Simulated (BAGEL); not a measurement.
# FCI/STO-3G (density fitting with qzvpp-jkfit) run of BH3O (SMILES BO)

What is the energy change on altering one bond length of BH3O at FCI/STO-3G (density fitting with qzvpp-jkfit)? 

The calculation is run with BAGEL 1.2.2.

### Step 1. The system as given

The species is BH3O (5 atoms), meant as a singlet with charge 0. As SMILES, `BO`. Geometry: relaxed at PBE0-D4/def2-TZVP.

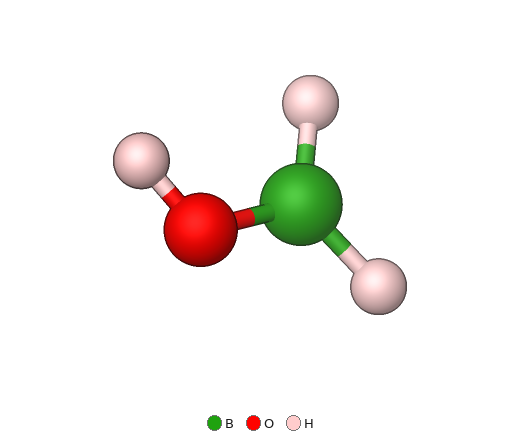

Viewed from a chosen angle; boron green, oxygen red, hydrogen pink.

### Step 2. A single-point energy at FCI/STO-3G (density fitting with qzvpp-jkfit)

File fci.json:

```json
{ "bagel": [

{
  "title": "molecule",
  "basis": "sto-3g",
  "df_basis": "qzvpp-jkfit",
  "angstrom": "true",
  "geometry": [
    { "atom": "B", "xyz": [      -0.226600,      -0.352800,       0.074700 ] },
    { "atom": "O", "xyz": [       0.413500,       0.801800,       0.345900 ] },
    { "atom": "H", "xyz": [      -0.820300,      -0.865500,       0.977800 ] },
    { "atom": "H", "xyz": [      -0.190600,      -0.828900,      -1.028100 ] },
    { "atom": "H", "xyz": [       0.874000,       1.171800,      -0.411700 ] }
  ]
},

{
  "title": "hf"
},

{
  "title": "fci",
  "nstate": 1,
  "ncore": 2
}

]}
```

Command:

```
$ BAGEL_NUM_THREADS=1 BAGEL fci.json > fci.out
```

What it wrote:

```text
* using 1 threads per process

  ===============================================================
  ===============================================================

  *** Geometry ***

  { "atom" : "B", "xyz" : [     -0.428212,     -0.666695,      0.141163 ] },
  { "atom" : "O", "xyz" : [      0.781402,      1.515182,      0.653656 ] },
  { "atom" : "H", "xyz" : [     -1.550142,     -1.635558,      1.847774 ] },
  { "atom" : "H", "xyz" : [     -0.360182,     -1.566394,     -1.942827 ] },
  { "atom" : "H", "xyz" : [      1.651621,      2.214381,     -0.778000 ] },

  Number of auxiliary basis functions:      206

  Since a DF basis is specified, we compute 2- and 3-index integrals:
    o Being stored without compression. Storage requirement is 0.000 GB

  Number of basis functions:       13
  Number of electrons      :       16

    * METHOD: MOLECULE                             0.05

  *** RHF ***

  === Nuclear Repulsion ===
    30.4046879546

      * DIIS with orbital gradients will be used.

  === RHF iteration (sto-3g) ===
      0        -99.93986836          0.02821544           0.00
      1        -99.97938154          0.00962988           0.00
      2        -99.98355593          0.00188376           0.00
[... 6 lines of this table left out ...]
      9        -99.98381625          0.00000001           0.00
    * SCF iteration converged.

    * Permanent dipole moment:
           (   -0.281609,    -0.213824,     0.489426) a.u.

    * METHOD: HF                                   0.07

  ---------------------------
        FCI calculation
  ---------------------------

  Performs exactly the same way as Knowles & Handy 1984 CPL

  o alpha-beta strings
      length:           924
  o size of the space
      determinant space:  213444
      spin-adapted space: 60984

  o single displacement lists (alpha)
      length:         16632
  o single displacement lists (beta)
      length:         16632

     guess   0:   closed 111111.....          open ...........

  === FCI iteration ===

      0  0       -99.98381625     9.89e-04      0.40
      1  0      -100.07791585     4.36e-04      0.39
      2  0      -100.09112066     1.92e-04      0.39
[... 15 lines of this table left out ...]
     18  0 *    -100.09439587     7.95e-11      0.37

     * ci vector, state   0, <S^2> = 0.0000
       222222.....    -0.9634322966
       2222.22....     0.0913895688
       2222b2a....    -0.0671967402
       2222a2b....    -0.0671967402

    * METHOD: FCI                                  7.58

  ===============================================================
```

It took 8.1 s on 1 thread of Arm Neoverse N1, shared host; peak memory 0.32 GiB.

### Step 3. The distorted shape

File calc.json:

```json
{ "bagel" : [

{
  "title" : "molecule",
  "basis" : "sto-3g",
  "df_basis" : "qzvpp-jkfit",
  "angstrom" : "true",
  "geometry" : [
    { "atom" : "B", "xyz" : [      -0.269800,       0.218525,       1.398071 ] },
    { "atom" : "O", "xyz" : [       0.370300,       1.373125,       1.669271 ] },
    { "atom" : "H", "xyz" : [      -0.863500,      -0.294175,       2.301171 ] },
    { "atom" : "H", "xyz" : [      -0.190600,      -0.828900,      -1.028100 ] },
    { "atom" : "H", "xyz" : [       0.830800,       1.743125,       0.911671 ] }
  ]
},

{ "title" : "hf" },

{ "title" : "fci", "nstate" : 1, "ncore" : 2 }

]}
```

Command:

```
$ BAGEL_NUM_THREADS=1 BAGEL calc.json > calc.out
```

What it wrote:

```text
* using 1 threads per process

  ===============================================================
  ===============================================================

  *** Geometry ***

  { "atom" : "B", "xyz" : [     -0.509848,      0.412952,      2.641971 ] },
  { "atom" : "O", "xyz" : [      0.699766,      2.594830,      3.154465 ] },
  { "atom" : "H", "xyz" : [     -1.631779,     -0.555910,      4.348583 ] },
  { "atom" : "H", "xyz" : [     -0.360182,     -1.566394,     -1.942827 ] },
  { "atom" : "H", "xyz" : [      1.569984,      3.294029,      1.722809 ] },

  Number of auxiliary basis functions:      206

  Since a DF basis is specified, we compute 2- and 3-index integrals:
    o Being stored without compression. Storage requirement is 0.000 GB

  Number of basis functions:       13
  Number of electrons      :       16

    * METHOD: MOLECULE                             0.05

  *** RHF ***

  === Nuclear Repulsion ===
    28.3274224643

      * DIIS with orbital gradients will be used.

  === RHF iteration (sto-3g) ===
      0        -99.50774343          0.03889184           0.00
      1        -99.56535428          0.03819271           0.00
      2        -99.66564020          0.00440597           0.00
[... 9 lines of this table left out ...]
     12        -99.66714128          0.00000000           0.00
    * SCF iteration converged.

    * Permanent dipole moment:
           (   -0.301212,    -0.602495,    -0.249113) a.u.

    * METHOD: HF                                   0.07

  ---------------------------
        FCI calculation
  ---------------------------

  Performs exactly the same way as Knowles & Handy 1984 CPL

  o alpha-beta strings
      length:           924
  o size of the space
      determinant space:  213444
      spin-adapted space: 60984

  o single displacement lists (alpha)
      length:         16632
  o single displacement lists (beta)
      length:         16632

     guess   0:   closed 111111.....          open ...........

  === FCI iteration ===

      0  0       -99.66714128     1.07e-03      0.38
      1  0       -99.85335081     6.30e-04      0.38
      2  0       -99.89069713     3.37e-04      0.38
[... 16 lines of this table left out ...]
     19  0       -99.90300011     2.59e-10      0.41
    ** throwing out 1 trial vectors **
     20  0       -99.90300011     1.25e-10      0.40
    ** throwing out 1 trial vectors **
     21  0 *     -99.90300011     6.90e-11      0.36

     * ci vector, state   0, <S^2> = -0.0000
       222222.....    -0.8127667912
       22222.2....     0.4970806098
       22222ab....    -0.0909062532
       22222ba....    -0.0909062532
       2222.2.2...     0.0702453028
       2222a2.b...     0.0526996661
       2222b2.a...     0.0526996661
       222.22...2.     0.0509353974

    * METHOD: FCI                                  8.77

  ===============================================================
```

It took 9.3 s on 1 thread of Arm Neoverse N1, shared host; peak memory 0.33 GiB.

### Step 4. Summary of results

Level: FCI/STO-3G (density fitting with qzvpp-jkfit), 2 core orbitals frozen.

```
                                                         quantity          value
                                        first shape: total energy  -100.09440 Eh
                                    distorted shape: total energy   -99.90300 Eh
energy change with the B1–H4 bond stretched from 1.202 to 2.644 Å       5.208 eV
```

With the B1–H4 bond stretched from 1.202 to 2.644 Å the energy rises by 5.21 eV (503 kJ/mol). The first shape isn't relaxed at this level, so the change isn't measured from a minimum. The minimal basis adds a large error of its own.
